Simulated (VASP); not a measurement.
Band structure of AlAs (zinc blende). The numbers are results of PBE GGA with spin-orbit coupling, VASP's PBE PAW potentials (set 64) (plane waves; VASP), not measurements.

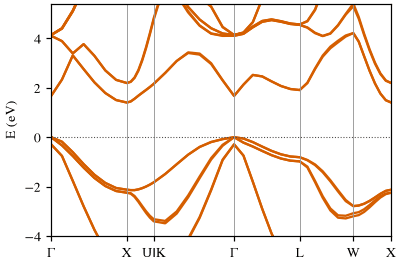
Figure. Bands along high-symmetry lines, zero at the valence-band maximum or, without a gap, the Fermi level

**Question.** Read the plot: is there a gap, and where are the band edges?

**Answer.** The gap is indirect, 1.40 eV, from the valence maximum at Γ to the conduction minimum at X.

Measured: gap 2.28 eV (computed value off by -0.88 eV), as given by Wei Chen et al., Physical Review Materials (2018), doi:10.1103/physrevmaterials.2.073803 [zero-point renormalisation of 0.04 eV added back (the table's ZPR column)].

The compound is AlAs in the zinc blende structure. It was relaxed first.
